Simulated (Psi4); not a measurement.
**BPH6 (SMILES [BH3-][PH3+]) at PBE0/def2-SVP (density fitting with cc-pvtz-jkfit, sweep point 4)**

What is the vertical ionisation energy of BPH6 at PBE0/def2-SVP (density fitting with cc-pvtz-jkfit, sweep point 4)? 

The calculation is run with Psi4 1.11.

2 further runs of the same task are left out: 2 set aside as unsound or not needed.

## Step 1: The structure to begin with

BPH6: 8 atoms, total charge 0, spin state singlet. SMILES: `[BH3-][PH3+]`. The coordinates come from a PBE0-D4/def2-TZVP relaxation.

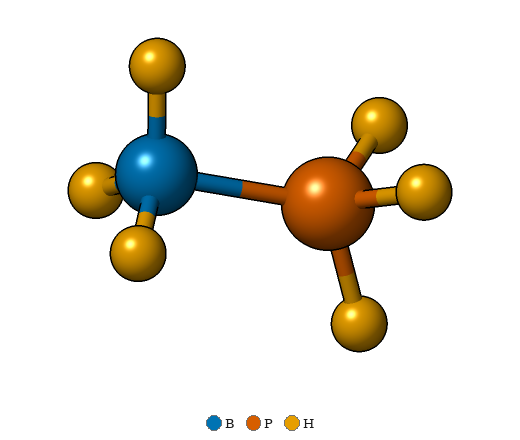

The structure, seen from a chosen angle (boron blue, phosphorus orange, hydrogen amber).

## Step 2: The energy at PBE0/def2-SVP (density fitting with cc-pvtz-jkfit, sweep point 4)

Contents of job.in:

```
memory 1600 mb

molecule {
  0 1
  B     -0.556100     0.227200    -0.914000
  P      0.433900    -0.181600     0.667700
  H     -1.693400     0.343100    -0.520100
  H     -0.367800    -0.730200    -1.628000
  H     -0.055500     1.254200    -1.309900
  H      0.418800     0.755700     1.718800
  H      1.823100    -0.380300     0.547100
  H      0.089200    -1.345200     1.382600
  symmetry c1
}

set {
  basis                def2-SVP
  reference            rks
  puream               true
  scf_type             df
  dft_radial_points    99
  dft_spherical_points 590
  df_basis_scf         cc-pvtz-jkfit
}

energy("pbe0")
```

Run with:

```
$ psi4 -n 1 job.in job.out
```

job.out:

```text
[...]
  Running in c1 symmetry.
[...]
  Nuclear repulsion =   59.544517156228110
[...]
  Multiplicity = 1
[...]
  Nalpha       = 13
  Nbeta        = 13
[...]
    Number of basis functions: 62
[...]
   @DF-RKS iter   1:  -369.31139042513308   -1.68434e-01   7.47305e-03 DIIS/ADIIS
[...]
   @DF-RKS iter   7:  -369.47900547040268   -2.32083e-08   3.42166e-07 DIIS
[...]
    Orbital Energies [Eh]
    ---------------------
    Doubly Occupied:
       1A    -77.259740     2A     -6.723244     3A     -6.671312
       4A     -4.811424     5A     -4.811423     6A     -4.807935
       7A     -0.723496     8A     -0.516479     9A     -0.452883
      10A     -0.452863    11A     -0.328911    12A     -0.311603
      13A     -0.311595
[...]
  @DF-RKS Final Energy:  -369.47900547040268
   => Energetics <=
    Nuclear Repulsion Energy =             59.5445171562281104
    One-Electron Energy =                -625.9483103174956113
    Two-Electron Energy =                 219.1113272785873960
    DFT Exchange-Correlation Energy =     -22.1865395877226099
    Empirical Dispersion Energy =           0.0000000000000000
    VV10 Nonlocal Energy =                  0.0000000000000000
    Total Energy =                       -369.4790054704026829
[...]
 Multipole Moments:
 ------------------------------------------------------------------------------------
     Multipole            Electronic (a.u.)      Nuclear  (a.u.)        Total (a.u.)
 ------------------------------------------------------------------------------------
 L = 1.  Multiply by 2.5417464519 to convert [e a0] to [Debye]
 Dipole X            :          1.1331674           -0.2562415            0.8769259
 Dipole Y            :         -0.4682915            0.1061634           -0.3621281
 Dipole Z            :          1.8094711           -0.4084037            1.4010673
 Magnitude           :                                                    1.6920773
[...]
```

Wall time 17 s (1 thread of Intel Xeon Platinum 8259CL at 2.50GHz (Skylake/Cascade Lake), shared host); peak memory 0.97 GiB.

## Step 3: The doublet cation at the same level

Contents of job.inp:

```
memory 1600 MB

molecule geom {
  1 2
  B     -0.556100     0.227200    -0.914000
  P      0.433900    -0.181600     0.667700
  H     -1.693400     0.343100    -0.520100
  H     -0.367800    -0.730200    -1.628000
  H     -0.055500     1.254200    -1.309900
  H      0.418800     0.755700     1.718800
  H      1.823100    -0.380300     0.547100
  H      0.089200    -1.345200     1.382600
  symmetry c1
}

set basis def2-SVP
set reference uks
set puream true
set scf_type df
set dft_radial_points 99
set dft_spherical_points 590
set df_basis_scf cc-pvtz-jkfit
set maxiter 150

energy("pbe0")
print_variables()
```

Run with:

```
$ psi4 -n 1 job.inp job.out
```

job.out:

```text
[...]
  Running in c1 symmetry.
[...]
  Nuclear repulsion =   59.544517156228110
[...]
  Multiplicity = 2
[...]
  Nalpha       = 13
  Nbeta        = 12
[...]
    Number of basis functions: 62
[...]
   @DF-UKS iter   1:  -368.90580729418542    2.37149e-01   6.70321e-03 ADIIS/DIIS
[...]
   @DF-UKS iter  14:  -369.07553672532867    9.24439e-08   9.59805e-07 DIIS
[...]
   @S^2 Observed:                7.581779863E-01
[...]
    Orbital Energies [Eh]
    ---------------------
    Alpha Occupied:
       1A    -77.474622     2A     -7.031835     3A     -6.889222
       4A     -5.029120     5A     -5.028589     6A     -5.026581
       7A     -0.949881     8A     -0.812188     9A     -0.690189
      10A     -0.663142    11A     -0.639363    12A     -0.608533
      13A     -0.572760
    Alpha Virtual:
      14A     -0.186241    15A     -0.175683    16A     -0.157236
      17A     -0.113509    18A     -0.087953    19A     -0.086864
      20A     -0.051467    21A      0.037748    22A      0.050938
      23A      0.067015    24A      0.142879    25A      0.145466
[...]
  @DF-UKS Final Energy:  -369.07553672532867
   => Energetics <=
    Nuclear Repulsion Energy =             59.5445171562281104
    One-Electron Energy =                -619.5986640537071253
    Two-Electron Energy =                 212.9287780402792976
    DFT Exchange-Correlation Energy =     -21.9501678681289576
    Empirical Dispersion Energy =           0.0000000000000000
    VV10 Nonlocal Energy =                  0.0000000000000000
    Total Energy =                       -369.0755367253286181
[...]
 Multipole Moments:
 ------------------------------------------------------------------------------------
     Multipole            Electronic (a.u.)      Nuclear  (a.u.)        Total (a.u.)
 ------------------------------------------------------------------------------------
 L = 1.  Multiply by 2.5417464519 to convert [e a0] to [Debye]
 Dipole X            :          0.1863470           -0.2562415           -0.0698945
 Dipole Y            :          0.1236177            0.1061634            0.2297811
 Dipole Z            :          0.5260094           -0.4084037            0.1176057
 Magnitude           :                                                    0.2674242
[...]
```

Wall time 33 s (1 thread of Intel Xeon Platinum 8259CL at 2.50GHz (Skylake/Cascade Lake), shared host); peak memory 0.97 GiB.

## Step 4: What came out

At PBE0/def2-SVP (density fitting with cc-pvtz-jkfit, sweep point 4):

| quantity | value |
| --- | --- |
| singlet BPH6: total energy | -369.47901 Eh |
| singlet BPH6: dipole moment | 4.30 D |
| singlet BPH6: HOMO energy | -8.48 eV |
| singlet BPH6: LUMO energy | 0.79 eV |
| singlet BPH6: HOMO–LUMO gap | 9.27 eV |
| doublet cation: total energy | -369.07554 Eh |
| doublet cation: HOMO energy (highest over α and β) | -15.48 eV |
| doublet cation: LUMO energy (lowest over α and β) | -13.41 eV |
| doublet cation: ⟨S²⟩ | 0.758 |
| vertical ionisation energy (to the doublet cation) | 10.979 eV |

**Reading.** The vertical ionisation energy comes to 10.98 eV (1059 kJ/mol). −ε(HOMO) before ionisation, 8.48 eV, is 2.50 eV below this ionisation energy.
